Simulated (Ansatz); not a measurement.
# BNH6 (SMILES [BH3-][NH3+]) at CCSD/def2-TZVP

What is the vertical singlet–triplet gap of BNH6 at CCSD/def2-TZVP? 

The results are computed with Ansatz 0.2.0.

51 further runs of the same task are left out: 51 set aside as unsound or not needed.

## (1) Starting point

BNH6: 8 atoms, total charge 0, spin state singlet. SMILES: `[BH3-][NH3+]`. Geometry: relaxed at PBE0-D4/def2-TZVP.

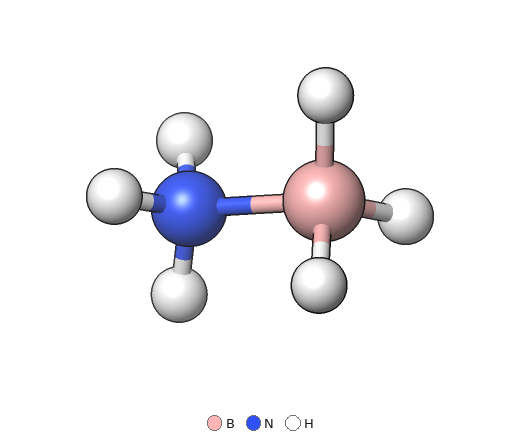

The structure, seen from a chosen angle (boron pink, nitrogen blue, hydrogen white).

## (2) A single-point energy at CCSD/def2-TZVP

Contents of job.yaml:

```yaml
basis:
  gaussian:
    orbitals: def2-TZVP
crystal:
  periodic: [false, false, false]
  atoms:
    - {symbol: B, position_ang: [-0.191300, 0.250800, -0.775400]}
    - {symbol: "N", position_ang: [0.206500, -0.255100, 0.731700]}
    - {symbol: H, position_ang: [-0.078200, -0.728400, -1.481000]}
    - {symbol: H, position_ang: [-1.332600, 0.649700, -0.687200]}
    - {symbol: H, position_ang: [0.604400, 1.126600, -1.038400]}
    - {symbol: H, position_ang: [0.140800, 0.507000, 1.398700]}
    - {symbol: H, position_ang: [1.156600, -0.611300, 0.755300]}
    - {symbol: H, position_ang: [-0.414000, -0.996500, 1.040500]}
correlation:
  method: ccsd
  frozen_orbitals: {B: 1, H: 0, "N": 1}
accuracy: high
scf:
  omitted_lower_state_checks: [cluster_reference, increment]
```

On the command line:

```sh
ansatz run job.yaml --threads 1 --pin off --max-ram 3480MiB --events-out events.jsonl --progress --plain --runs-dir runs
```

The program printed (excerpt; [...] marks lines left out):

```text
Warning: RAYON_NUM_THREADS=1 ignored (pool sized by the plan → 1); use --threads N
Functional definition: HF
  name "HF"
[...]
1878 factors; integrals over basis functions are off by at most 3.7e-9 eV
[...]
mean field -2249.07712058 eV, -82.6520597021 hartree, gradient 2.3e-8 eV, S^2 0.000000; 0 other end points of the search recorded, 0 dependent functions left out
2 core orbitals not correlated: weight in the atoms' cores, before any rotation towards them, 1.000 or more for the frozen orbitals, at most 0.000 for the correlated occupied ones
reference -2249.07712058 eV, -82.6520597021 hartree; 7, 7 occupied and 89, 89 virtual orbitals, 1878 factors
second order -9.54350538 eV of doubles, -0.00000000 eV of singles
cycle   1  -10.14761648 eV  change   -6.0e-1 eV  update   6.0e-2
[...]
cycle  19  -10.44729695 eV  change   1.2e-10 eV  update  5.1e-10
Total energy: -2259.52441753 eV, -83.0359907836 hartree
Checks for a lower state left out: cluster_reference, increment
```

Wall time 8.7 s (1 thread of Arm Neoverse V2, shared host); peak memory 0.74 GiB.

## (3) The triplet at the same level

Contents of input.yaml:

```yaml
crystal:
  periodic: [false, false, false]
  atoms:
    - {symbol: B, position_ang: [-0.191300, 0.250800, -0.775400]}
    - {symbol: "N", position_ang: [0.206500, -0.255100, 0.731700]}
    - {symbol: H, position_ang: [-0.078200, -0.728400, -1.481000]}
    - {symbol: H, position_ang: [-1.332600, 0.649700, -0.687200]}
    - {symbol: H, position_ang: [0.604400, 1.126600, -1.038400]}
    - {symbol: H, position_ang: [0.140800, 0.507000, 1.398700]}
    - {symbol: H, position_ang: [1.156600, -0.611300, 0.755300]}
    - {symbol: H, position_ang: [-0.414000, -0.996500, 1.040500]}
basis:
  gaussian: {orbitals: def2-TZVP}
total_charge: 0
magnetization: {spin_polarized: true, initial_magnetization: 2}
correlation: {method: ccsd, frozen_orbitals: {B: 1, H: 0, "N": 1}}
accuracy: high
scf: {omitted_lower_state_checks: [cluster_reference, increment]}
```

On the command line:

```sh
ansatz run input.yaml --threads 1 --pin off --max-ram 3480MiB --events-out events.jsonl --progress --plain --runs-dir runs
```

The program printed (excerpt; [...] marks lines left out):

```text
Warning: RAYON_NUM_THREADS=1 ignored (pool sized by the plan → 1); use --threads N
[... 2 set-up lines as earlier in the session ...]
[...]
1878 factors; integrals over basis functions are off by at most 3.7e-9 eV
[...]
mean field -2241.91325742 eV, -82.3887925868 hartree, gradient 5.3e-8 eV, S^2 2.011862; 12 other end points of the search recorded, 0 dependent functions left out
2 core orbitals not correlated: weight in the atoms' cores, before any rotation towards them, 1.000 or more for the frozen orbitals, at most 0.000 for the correlated occupied ones
reference -2241.91325742 eV, -82.3887925868 hartree; 8, 6 occupied and 88, 90 virtual orbitals, 1878 factors
second order -9.39293021 eV of doubles, -0.00000000 eV of singles
cycle   1  -9.88358789 eV  change   -4.9e-1 eV  update   7.7e-2
[...]
cycle  38  -10.27583271 eV  change  -4.7e-10 eV  update   1.1e-9
Total energy: -2252.18909013 eV, -82.7664224738 hartree
Checks for a lower state left out: cluster_reference, increment
```

It took 52 s on 1 thread of Arm Neoverse V2, shared host; peak memory 1.4 GiB.

## (4) Results

Level: CCSD/def2-TZVP, 2 core orbitals frozen.

| quantity | value |
| --- | --- |
| singlet: total energy | -83.03599 Eh |
| singlet: correlation energy (2 core orbitals frozen) | -383.9 mEh |
| singlet: T1 diagnostic | 0.009 |
| triplet: total energy | -82.76642 Eh |
| triplet: correlation energy (2 core orbitals frozen) | -377.6 mEh |
| triplet: ⟨S²⟩ of the reference determinant | 2.012 |
| triplet: T1 diagnostic | 0.032 |
| vertical energy of the triplet above the singlet | 7.335 eV |

At this shape the triplet lies 7.34 eV (708 kJ/mol) above the singlet.
